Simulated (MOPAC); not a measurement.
## Geometry relaxation, with input and output: C$_{3}$H$_{9}$BrSn (part 2 of 3)

The same run, continued: C$_{3}$H$_{9}$BrSn; PM3, closed shell (MOPAC 23.2.5). The atoms were displaced at random from an optimised geometry.

Geometry of the input (Å):
```
C  -1.8957  1.0006  0.1667
Sn 0.1605  0.2454  -0.1938
C  1.3813  0.1033  1.6142
C  0.2199  -1.5406  -1.4823
Br 1.2600  2.0413  -1.5362
H  -2.4420  0.2805  0.7443
H  -1.8342  1.9565  0.7178
H  -2.3821  1.1569  -0.7740
H  2.3966  -0.1489  1.3429
H  1.0096  -0.6678  2.3033
H  1.3575  1.0630  2.1680
H  -0.2000  -2.3727  -0.9615
H  1.2687  -1.7668  -1.7224
H  -0.3172  -1.3467  -2.3829
```

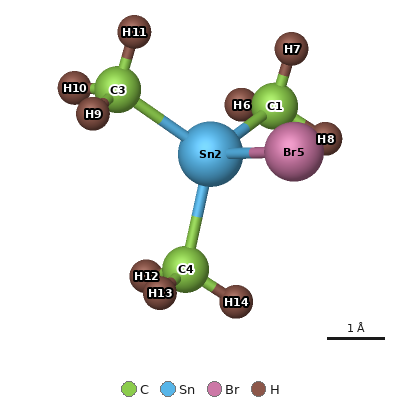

**Figure 1.** The geometry at step 16 of the log (ball-and-stick view, seen at a tilt; atoms are numbered from 1 in the order of the input).

Output, continued:
```
  ATOM NO.   TYPE          CHARGE      No. of ELECS.   s-Pop       p-Pop
    1          C          -0.361807        4.3618     1.18896     3.17285
    2         Sn           0.907255        3.0927     1.14835     1.94439
    3          C          -0.361804        4.3618     1.18895     3.17285
    4          C          -0.361902        4.3619     1.18896     3.17294
    5         Br          -0.495645        7.4956     1.83416     5.66149
    6          H           0.067810        0.9322     0.93219
    7          H           0.078318        0.9217     0.92168
    8          H           0.078515        0.9215     0.92148
    9          H           0.078697        0.9213     0.92130
   10          H           0.067789        0.9322     0.93221
   11          H           0.078138        0.9219     0.92186
   12          H           0.067801        0.9322     0.93220
   13          H           0.078640        0.9214     0.92136
   14          H           0.078195        0.9218     0.92181
 DIPOLE           X         Y         Z       TOTAL
 POINT-CHG.    -2.192    -3.568     2.692     4.978
 HYBRID        -0.070    -0.116     0.086     0.160
 SUM           -2.263    -3.683     2.778     5.138

          ATOMIC ORBITAL ELECTRON POPULATIONS

     Atom    s        px        py        pz
    1  C   1.18896   1.06081   1.05479   1.05725
    2 Sn   1.14835   0.67675   0.61103   0.65662
    3  C   1.18895   1.06280   1.05202   1.05803
    4  C   1.18896   1.05996   1.05235   1.06063
    5 Br   1.83416   1.92958   1.83229   1.89962
    6  H   0.93219
    7  H   0.92168
    8  H   0.92148
    9  H   0.92130
   10  H   0.93221
   11  H   0.92186
   12  H   0.93220
   13  H   0.92136
   14  H   0.92181

           MULLIKEN POPULATION ANALYSIS

        MULLIKEN POPULATIONS AND CHARGES

      NO.  ATOM   POPULATION      CHARGE
        1    C     4.657666     -0.657666
        2   Sn     2.701973      1.298027
        3    C     4.657649     -0.657649
        4    C     4.657766     -0.657766
        5   Br     7.570374     -0.570374
        6    H     0.870908      0.129092
        7    H     0.857094      0.142906
        8    H     0.856846      0.143154
        9    H     0.856615      0.143385
       10    H     0.870940      0.129060
       11    H     0.857313      0.142687
       12    H     0.870907      0.129093
       13    H     0.856694      0.143306
       14    H     0.857254      0.142746

 *                    *
 * JOB ENDED NORMALLY *
 *                    *

 TOTAL JOB TIME:             0.19 SECONDS

 == MOPAC DONE ==
```

Trajectory as extended XYZ (Å, eV, eV/Å), 34 of the 65 frames kept, from step=0 to step=64:
```
14
Properties=species:S:1:pos:R:3:forces:R:3 step=0 energy=-1.34659
C    -1.8957    1.0006    0.1667    1.3669   0.4686   0.3193
Sn    0.1605    0.2454   -0.1938   -0.3219  -0.1044   0.1436
C     1.3813    0.1033    1.6142   -0.6326   0.3690   0.1999
C     0.2199   -1.5406   -1.4823    1.0896   0.9628   0.6236
Br    1.2600    2.0413   -1.5362   -0.2067  -0.3391   0.2450
H    -2.4420    0.2805    0.7443   -0.2280  -0.4008   0.3432
H    -1.8342    1.9565    0.7178   -0.0390  -0.4514  -0.2579
H    -2.3821    1.1569   -0.7740   -0.2777   0.1306  -0.5727
H     2.3966   -0.1489    1.3429    0.2786   0.0440  -0.0753
H     1.0096   -0.6678    2.3033   -0.0558   0.1190  -0.3223
H     1.3575    1.0630    2.1680    0.0853  -0.4521  -0.4155
H    -0.2000   -2.3727   -0.9615   -0.3756  -0.5637   0.4214
H     1.2687   -1.7668   -1.7224   -0.2604   0.0806   0.0285
H    -0.3172   -1.3467   -2.3829   -0.4228   0.1368  -0.6809
14
Properties=species:S:1:pos:R:3:forces:R:3 step=2 energy=-1.40032
C    -1.8549    0.9978    0.1347    0.1635  -0.3306   1.8206
Sn    0.1530    0.2453   -0.1807   -0.2366  -0.0758  -0.2493
C     1.3682    0.1087    1.5694   -0.1995  -0.1295   0.4334
C     0.2401   -1.4920   -1.4604   -0.6821  -0.5906   0.3091
Br    1.2525    2.0239   -1.5240   -0.1488  -0.2322   0.1809
H    -2.4435    0.2695    0.7655    0.6492   0.6155  -0.6958
H    -1.8337    1.9485    0.7162    0.0783  -0.5912  -0.4740
H    -2.3844    1.1626   -0.7767   -0.2706   0.0884  -0.6899
H     2.4025   -0.1435    1.3328    0.0100   0.0704  -0.1391
H     1.0068   -0.6664    2.2670   -0.0409   0.1637  -0.3507
H     1.3618    1.0496    2.1323    0.0237  -0.0482  -0.1950
H    -0.2082   -2.3846   -0.9411    0.3655   0.9031  -0.3938
H     1.2616   -1.7603   -1.7241    0.0744   0.1154   0.0301
H    -0.3239   -1.3414   -2.3969    0.2141   0.0415   0.4135
14
Properties=species:S:1:pos:R:3:forces:R:3 step=4 energy=-1.45930
C    -1.8438    0.9961    0.1516    0.2875  -0.8142   0.2572
Sn    0.1513    0.2466   -0.1970   -0.1832  -0.0859   0.2079
C     1.3666    0.1102    1.5710    0.0528   0.0355  -0.4348
C     0.2337   -1.4979   -1.4345    0.2386   0.6543  -0.6825
Br    1.2501    2.0190   -1.5101   -0.0759  -0.1155   0.0579
H    -2.4326    0.2777    0.7396    0.2498   0.0287  -0.0412
H    -1.8301    1.9283    0.6834    0.1623   0.5638   0.3909
H    -2.3790    1.1597   -0.7644   -0.1956   0.0486  -0.7042
H     2.4014   -0.1345    1.3141   -0.0675   0.0551  -0.0555
H     1.0021   -0.6647    2.2349   -0.1992  -0.2137   0.1160
H     1.3629    1.0536    2.1089   -0.0061   0.1787   0.0640
H    -0.2011   -2.3509   -0.9538   -0.2872  -0.4993   0.4808
H     1.2631   -1.7497   -1.7156   -0.0824   0.1048   0.1240
H    -0.3188   -1.3351   -2.3727    0.1060   0.0591   0.2195
14
Properties=species:S:1:pos:R:3:forces:R:3 step=6 energy=-1.49283
C    -1.8356    0.9830    0.1493   -0.0430   0.3253   0.0280
Sn    0.1473    0.2478   -0.1915   -0.1089  -0.1015   0.0544
C     1.3652    0.1106    1.5561   -0.0918   0.1447   0.0629
C     0.2365   -1.4845   -1.4369   -0.1742   0.0325  -0.2697
Br    1.2510    2.0139   -1.5088   -0.0846  -0.1015   0.0627
H    -2.4264    0.2764    0.7386    0.1419  -0.0533  -0.0169
H    -1.8248    1.9405    0.6970    0.1050  -0.3213  -0.1739
H    -2.3777    1.1597   -0.7885    0.2008  -0.0724   0.0960
H     2.4002   -0.1307    1.3068   -0.0136   0.0260  -0.0765
H     0.9974   -0.6670    2.2302   -0.0702  -0.0016  -0.0717
H     1.3631    1.0591    2.1071   -0.0026  -0.1235  -0.1177
H    -0.2040   -2.3527   -0.9366    0.0194   0.1283   0.0601
H     1.2632   -1.7435   -1.7094   -0.0244   0.0952   0.0761
H    -0.3198   -1.3285   -2.3751    0.1462   0.0231   0.2863
14
Properties=species:S:1:pos:R:3:forces:R:3 step=8 energy=-1.50385
C    -1.8299    0.9875    0.1455    0.1223  -0.2993  -0.1962
Sn    0.1456    0.2450   -0.1901   -0.1530   0.0065  -0.0461
C     1.3635    0.1174    1.5322   -0.1820  -0.1357   0.4617
C     0.2340   -1.4776   -1.4330    0.0740   0.1544  -0.0071
Br    1.2485    2.0070   -1.4974   -0.0461  -0.0340   0.0005
H    -2.4123    0.2739    0.7275    0.0228  -0.1399   0.1016
H    -1.8158    1.9260    0.6813    0.0924   0.3402   0.2131
H    -2.3660    1.1528   -0.7892    0.0580  -0.0053  -0.1523
H     2.3979   -0.1225    1.2856    0.0330  -0.0026  -0.0780
H     0.9915   -0.6682    2.2136    0.0886   0.2429  -0.2676
H     1.3639    1.0607    2.0915   -0.0059  -0.1021  -0.1084
H    -0.2009   -2.3324   -0.9186   -0.0726  -0.0890   0.0891
H     1.2648   -1.7292   -1.6942   -0.0088   0.0468   0.0207
H    -0.3170   -1.3186   -2.3608   -0.0229   0.0172  -0.0310
14
Properties=species:S:1:pos:R:3:forces:R:3 step=10 energy=-1.51368
C    -1.8215    0.9827    0.1394   -0.1842  -0.0734   0.0577
Sn    0.1420    0.2459   -0.1913   -0.0603   0.0365   0.0154
C     1.3629    0.1170    1.5328   -0.0463  -0.0295   0.0103
C     0.2345   -1.4690   -1.4271   -0.0093   0.0681  -0.0259
Br    1.2473    2.0022   -1.4934   -0.0235   0.0050  -0.0267
H    -2.4038    0.2643    0.7348    0.1629   0.1139  -0.1448
H    -1.8075    1.9293    0.6882    0.0454  -0.0597  -0.0657
H    -2.3577    1.1497   -0.8033    0.1409  -0.0379   0.1431
H     2.3962   -0.1188    1.2664   -0.0356  -0.0042   0.0014
H     0.9888   -0.6676    2.1958    0.0265   0.0243  -0.0091
H     1.3648    1.0609    2.0810    0.0011   0.0041   0.0192
H    -0.2015   -2.3234   -0.9085   -0.0403  -0.0570   0.0353
H     1.2650   -1.7187   -1.6862    0.0265   0.0164  -0.0004
H    -0.3171   -1.3122   -2.3562   -0.0038  -0.0065  -0.0097
14
Properties=species:S:1:pos:R:3:forces:R:3 step=12 energy=-1.51610
C    -1.8215    0.9804    0.1406    0.0171   0.0033  -0.0103
Sn    0.1409    0.2467   -0.1906   -0.0316   0.0308   0.0012
C     1.3618    0.1168    1.5316   -0.0329  -0.0036   0.0096
C     0.2339   -1.4659   -1.4267    0.0060   0.0007   0.0022
Br    1.2477    2.0010   -1.4936   -0.0236   0.0101  -0.0271
H    -2.3983    0.2630    0.7287    0.0248  -0.0309   0.0131
H    -1.8038    1.9274    0.6839    0.0285   0.0055   0.0049
H    -2.3521    1.1471   -0.7998    0.0484  -0.0124  -0.0117
H     2.3945   -0.1183    1.2630   -0.0279  -0.0084   0.0048
H     0.9887   -0.6677    2.1941    0.0204   0.0045   0.0068
H     1.3651    1.0602    2.0811   -0.0001  -0.0003   0.0157
H    -0.2018   -2.3214   -0.9054   -0.0132  -0.0080  -0.0077
H     1.2660   -1.7148   -1.6844   -0.0108   0.0181   0.0044
H    -0.3168   -1.3111   -2.3566   -0.0051  -0.0093  -0.0058
14
Properties=species:S:1:pos:R:3:forces:R:3 step=14 energy=-1.51677
C    -1.8172    0.9775    0.1409   -0.0045   0.0242   0.0346
Sn    0.1387    0.2489   -0.1896    0.0604  -0.0059   0.0122
C     1.3582    0.1170    1.5343   -0.0082  -0.1317  -0.0340
C     0.2331   -1.4623   -1.4262   -0.0285   0.0134  -0.0335
Br    1.2475    1.9995   -1.4963   -0.0230   0.0113  -0.0223
H    -2.3886    0.2541    0.7301    0.0215   0.0462  -0.0309
H    -1.7956    1.9260    0.6852   -0.0203  -0.0584  -0.0333
H    -2.3399    1.1413   -0.8047    0.0073  -0.0005   0.0364
H     2.3895   -0.1204    1.2596   -0.0348   0.0024   0.0167
H     0.9900   -0.6705    2.1981    0.0161   0.0342  -0.0268
H     1.3657    1.0558    2.0858   -0.0050   0.0867   0.0561
H    -0.2034   -2.3192   -0.9088   -0.0054  -0.0206   0.0098
H     1.2664   -1.7057   -1.6811    0.0084  -0.0039  -0.0049
H    -0.3168   -1.3108   -2.3583    0.0159   0.0025   0.0199
14
Properties=species:S:1:pos:R:3:forces:R:3 step=16 energy=-1.51735
C    -1.8172    0.9784    0.1412    0.0244  -0.0070  -0.0028
Sn    0.1403    0.2487   -0.1888    0.0339  -0.0118  -0.0119
C     1.3574    0.1150    1.5357    0.0050   0.0237   0.0046
C     0.2327   -1.4635   -1.4278   -0.0252   0.0159   0.0130
Br    1.2467    2.0005   -1.4980   -0.0260   0.0016  -0.0133
H    -2.3898    0.2567    0.7285    0.0034  -0.0002   0.0052
H    -1.7975    1.9253    0.6843   -0.0054   0.0069   0.0059
H    -2.3413    1.1422   -0.8028    0.0062   0.0024  -0.0029
H     2.3890   -0.1212    1.2641   -0.0095  -0.0029   0.0029
H     0.9901   -0.6703    2.1994   -0.0140  -0.0133   0.0101
H     1.3651    1.0569    2.0892   -0.0103  -0.0127  -0.0057
H    -0.2035   -2.3209   -0.9097   -0.0026  -0.0028  -0.0002
H     1.2658   -1.7070   -1.6821    0.0166  -0.0048  -0.0094
H    -0.3167   -1.3110   -2.3592    0.0036   0.0051   0.0046
14
Properties=species:S:1:pos:R:3:forces:R:3 step=17 energy=-1.51747
C    -1.8162    0.9784    0.1411    0.0212   0.0019   0.0007
Sn    0.1411    0.2486   -0.1888    0.0282  -0.0091  -0.0027
C     1.3565    0.1148    1.5370    0.0082   0.0066   0.0027
C     0.2321   -1.4631   -1.4278   -0.0061   0.0069   0.0082
Br    1.2460    2.0007   -1.4988   -0.0239   0.0015  -0.0128
H    -2.3892    0.2570    0.7282    0.0014  -0.0071   0.0085
H    -1.7974    1.9252    0.6846   -0.0020   0.0037   0.0020
H    -2.3404    1.1422   -0.8028    0.0060   0.0034  -0.0063
H     2.3881   -0.1219    1.2656   -0.0075  -0.0013   0.0026
H     0.9899   -0.6711    2.2009   -0.0154  -0.0037   0.0020
H     1.3647    1.0564    2.0904   -0.0123  -0.0062  -0.0021
H    -0.2038   -2.3211   -0.9105   -0.0024  -0.0005   0.0014
H     1.2656   -1.7066   -1.6825    0.0057  -0.0035  -0.0055
H    -0.3168   -1.3105   -2.3593   -0.0012   0.0074   0.0013
14
Properties=species:S:1:pos:R:3:forces:R:3 step=19 energy=-1.51780
C    -1.8113    0.9788    0.1402   -0.0050   0.0060   0.0080
Sn    0.1449    0.2482   -0.1878    0.0020   0.0019   0.0095
C     1.3528    0.1128    1.5424    0.0189  -0.0150  -0.0034
C     0.2304   -1.4612   -1.4280    0.0270  -0.0079  -0.0025
Br    1.2420    2.0012   -1.5027   -0.0147   0.0002  -0.0081
H    -2.3851    0.2575    0.7267    0.0016  -0.0100   0.0049
H    -1.7964    1.9253    0.6847    0.0086   0.0021  -0.0035
H    -2.3349    1.1427   -0.8042    0.0092   0.0024  -0.0028
H     2.3839   -0.1253    1.2720    0.0115   0.0009   0.0044
H     0.9867   -0.6743    2.2059   -0.0245   0.0105  -0.0100
H     1.3615    1.0537    2.0964   -0.0164   0.0013   0.0026
H    -0.2055   -2.3209   -0.9133   -0.0014   0.0062   0.0015
H     1.2641   -1.7042   -1.6843   -0.0060  -0.0088  -0.0009
H    -0.3173   -1.3065   -2.3597   -0.0108   0.0102   0.0004
14
Properties=species:S:1:pos:R:3:forces:R:3 step=21 energy=-1.51820
C    -1.8055    0.9805    0.1392   -0.0205  -0.0022   0.0044
Sn    0.1507    0.2477   -0.1857   -0.0286   0.0148   0.0012
C     1.3493    0.1090    1.5489    0.0188   0.0016  -0.0038
C     0.2306   -1.4589   -1.4288    0.0101  -0.0018  -0.0051
Br    1.2352    2.0014   -1.5082    0.0006   0.0046  -0.0048
H    -2.3798    0.2578    0.7243    0.0026   0.0052  -0.0046
H    -1.7945    1.9277    0.6828    0.0184  -0.0057   0.0011
H    -2.3264    1.1451   -0.8069    0.0114  -0.0072   0.0073
H     2.3815   -0.1303    1.2841    0.0124   0.0036   0.0141
H     0.9764   -0.6779    2.2086   -0.0184   0.0031  -0.0056
H     1.3538    1.0494    2.1044   -0.0047  -0.0068  -0.0011
H    -0.2082   -2.3181   -0.9159    0.0011   0.0031  -0.0013
H     1.2620   -1.7052   -1.6895    0.0051  -0.0124  -0.0010
H    -0.3195   -1.2968   -2.3580   -0.0083   0.0000  -0.0009
14
Properties=species:S:1:pos:R:3:forces:R:3 step=23 energy=-1.51843
C    -1.8047    0.9810    0.1400    0.0074  -0.0045  -0.0017
Sn    0.1519    0.2481   -0.1850    0.0027   0.0022  -0.0078
C     1.3495    0.1076    1.5512   -0.0007   0.0050  -0.0006
C     0.2322   -1.4585   -1.4301   -0.0096   0.0035  -0.0006
Br    1.2332    2.0014   -1.5108    0.0017   0.0054  -0.0020
H    -2.3785    0.2578    0.7242   -0.0080   0.0029   0.0025
H    -1.7922    1.9283    0.6832    0.0110  -0.0048   0.0043
H    -2.3228    1.1453   -0.8073   -0.0022  -0.0032   0.0023
H     2.3837   -0.1321    1.2944   -0.0019   0.0042   0.0042
H     0.9694   -0.6789    2.2071   -0.0074  -0.0043   0.0002
H     1.3497    1.0471    2.1079    0.0023  -0.0007  -0.0005
H    -0.2089   -2.3164   -0.9170    0.0016  -0.0013   0.0001
H     1.2621   -1.7093   -1.6929   -0.0021   0.0021   0.0011
H    -0.3210   -1.2927   -2.3570    0.0052  -0.0063  -0.0016
14
Properties=species:S:1:pos:R:3:forces:R:3 step=25 energy=-1.51849
C    -1.8034    0.9804    0.1408    0.0022  -0.0018   0.0037
Sn    0.1525    0.2483   -0.1854    0.0139  -0.0020  -0.0004
C     1.3485    0.1074    1.5528    0.0020  -0.0038  -0.0016
C     0.2315   -1.4583   -1.4305    0.0037  -0.0020  -0.0010
Br    1.2327    2.0018   -1.5121    0.0012   0.0035   0.0002
H    -2.3785    0.2583    0.7250   -0.0050  -0.0038   0.0025
H    -1.7900    1.9270    0.6849    0.0089   0.0004  -0.0004
H    -2.3214    1.1446   -0.8066   -0.0050   0.0025   0.0011
H     2.3838   -0.1322    1.2999   -0.0062   0.0022  -0.0045
H     0.9665   -0.6800    2.2069   -0.0060   0.0031  -0.0018
H     1.3485    1.0464    2.1102   -0.0049   0.0022   0.0009
H    -0.2092   -2.3163   -0.9174   -0.0024  -0.0002   0.0007
H     1.2616   -1.7096   -1.6928   -0.0055   0.0045   0.0008
H    -0.3209   -1.2929   -2.3579    0.0031  -0.0046  -0.0002
14
Properties=species:S:1:pos:R:3:forces:R:3 step=27 energy=-1.51854
C    -1.8027    0.9795    0.1416   -0.0023   0.0008   0.0037
Sn    0.1533    0.2483   -0.1859    0.0043  -0.0001   0.0005
C     1.3475    0.1075    1.5533    0.0004  -0.0018  -0.0009
C     0.2308   -1.4583   -1.4304    0.0076  -0.0033  -0.0011
Br    1.2326    2.0024   -1.5127    0.0008   0.0024   0.0009
H    -2.3792    0.2585    0.7261    0.0039  -0.0018  -0.0004
H    -1.7873    1.9261    0.6859    0.0048   0.0006  -0.0002
H    -2.3211    1.1445   -0.8053   -0.0035   0.0030   0.0023
H     2.3832   -0.1317    1.3020   -0.0054  -0.0021  -0.0041
H     0.9633   -0.6803    2.2059   -0.0002   0.0037  -0.0005
H     1.3469    1.0460    2.1115   -0.0074   0.0012  -0.0004
H    -0.2098   -2.3161   -0.9168   -0.0032   0.0003  -0.0004
H     1.2609   -1.7092   -1.6922    0.0028  -0.0013  -0.0007
H    -0.3206   -1.2943   -2.3587   -0.0023  -0.0015   0.0012
14
Properties=species:S:1:pos:R:3:forces:R:3 step=29 energy=-1.51857
C    -1.8027    0.9793    0.1425    0.0015   0.0016  -0.0005
Sn    0.1536    0.2482   -0.1864   -0.0069   0.0008  -0.0034
C     1.3468    0.1077    1.5529   -0.0037   0.0014  -0.0008
C     0.2310   -1.4590   -1.4302    0.0010  -0.0001  -0.0011
Br    1.2329    2.0028   -1.5126    0.0000   0.0015   0.0007
H    -2.3796    0.2583    0.7268    0.0078   0.0015   0.0001
H    -1.7855    1.9259    0.6866    0.0010  -0.0014   0.0026
H    -2.3219    1.1452   -0.8040   -0.0023   0.0020   0.0016
H     2.3823   -0.1315    1.3011   -0.0032  -0.0020   0.0016
H     0.9617   -0.6796    2.2053    0.0030  -0.0008   0.0014
H     1.3455    1.0462    2.1112   -0.0029   0.0009  -0.0021
H    -0.2103   -2.3162   -0.9161    0.0012  -0.0002  -0.0003
H     1.2610   -1.7095   -1.6919    0.0057  -0.0056  -0.0004
H    -0.3205   -1.2957   -2.3586   -0.0021   0.0006   0.0005
14
Properties=species:S:1:pos:R:3:forces:R:3 step=31 energy=-1.51861
C    -1.8021    0.9793    0.1440    0.0045   0.0021  -0.0029
Sn    0.1539    0.2480   -0.1876   -0.0103  -0.0007  -0.0046
C     1.3451    0.1080    1.5528   -0.0054  -0.0001  -0.0006
C     0.2318   -1.4603   -1.4302   -0.0067   0.0028  -0.0012
Br    1.2331    2.0037   -1.5126   -0.0010  -0.0007   0.0010
H    -2.3787    0.2581    0.7283    0.0079   0.0004   0.0018
H    -1.7825    1.9252    0.6893   -0.0018  -0.0011   0.0030
H    -2.3230    1.1470   -0.8011   -0.0014   0.0026  -0.0001
H     2.3804   -0.1321    1.3018    0.0006   0.0016   0.0047
H     0.9594   -0.6786    2.2056    0.0012  -0.0030   0.0015
H     1.3425    1.0469    2.1103    0.0028   0.0015  -0.0018
H    -0.2109   -2.3163   -0.9152    0.0072  -0.0011   0.0006
H     1.2618   -1.7118   -1.6917   -0.0022  -0.0046   0.0004
H    -0.3207   -1.2975   -2.3580    0.0047   0.0004  -0.0018
```
